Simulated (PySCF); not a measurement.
## Electronic structure of SiH (charge +1) in real space

```yaml
atoms:
  - { symbol: Si, position_ang: [0.0000, 0.0000, -0.0529] }
  - { symbol: H, position_ang: [0.0000, 0.0000, 1.4671] }
```

All numbers below come from PBE0/def2-TZVPPD, non-relativistic Hamiltonian with scalar-relativistic core potentials where named, at a bond length of 1.520 Å in PySCF.

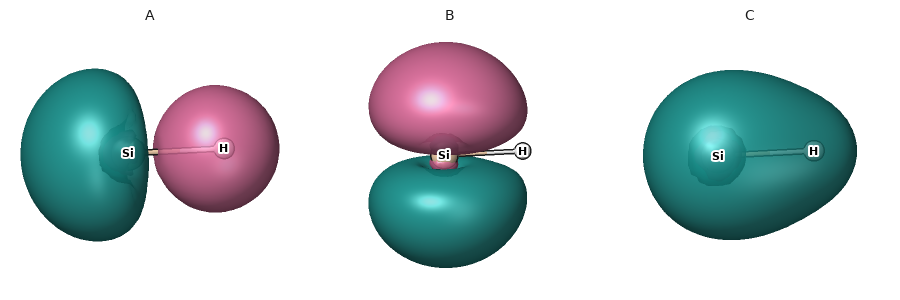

Figure 1. Three frontier orbitals, each drawn at the value that holds 80 % of its norm (teal and pink are the two phases), in no order; of a degenerate pair one member is drawn.

Name the orbitals and rank them from lowest to highest energy.

Orbital C: σ, occupied, −21.40 eV; mainly on Si (80 %).
Orbital A: σ, occupied, −15.42 eV; mainly on Si (75 %).
Orbital B: π, empty, −10.52 eV; almost wholly on Si.

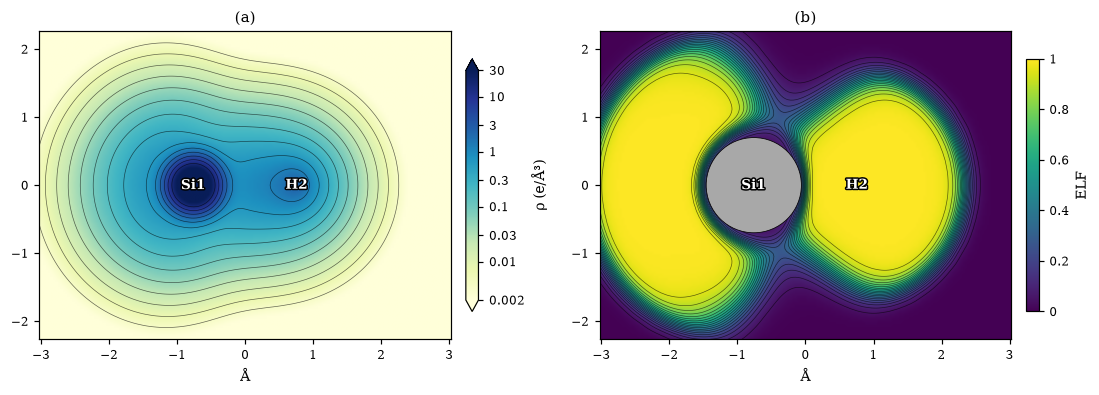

Figure 2. (a) electron density; (b) electron localisation function on a plane that holds the molecular axis. Grey discs cover the atomic cores in the ELF map.

Interpret the plot.

The plane passes through Si and H nuclei.
Si–H (1.52 Å): the density is about 0.87 e/Å³ at the midpoint; the ELF climbs to about 1 towards the hydrogen, as it does in any bond to H.
The ELF also peaks beside Si1, away from the bonds: lone-pair regions.

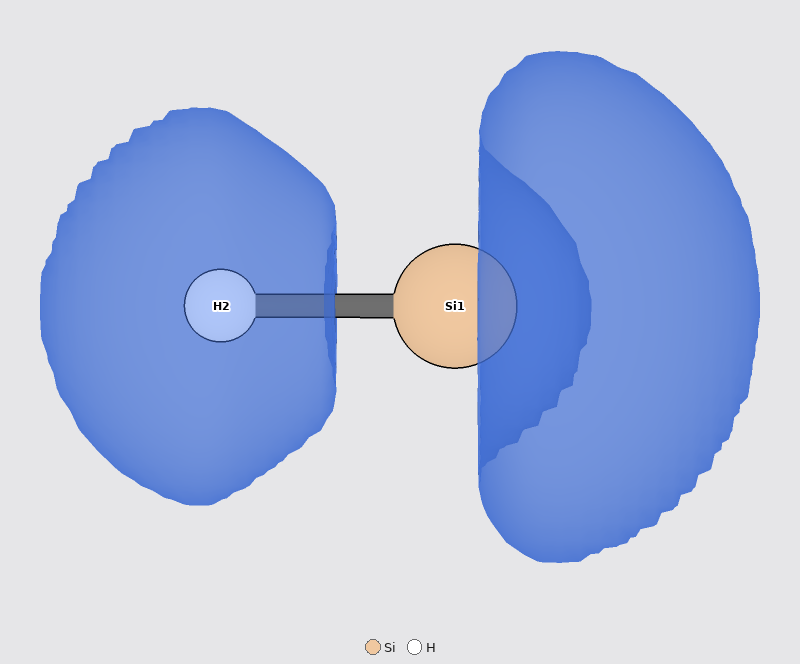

Figure 3. Isosurface of the electron localisation function at 0.85 (blue), seen from one side. Only the valence region is drawn (cores and ρ < 0.01 e/Å³ removed).

Identify the bonds, lone pairs and shells in this picture.

The surface consists of one region around a hydrogen nucleus and one lobe on Si, pointing away from the bonds (lone pairs).
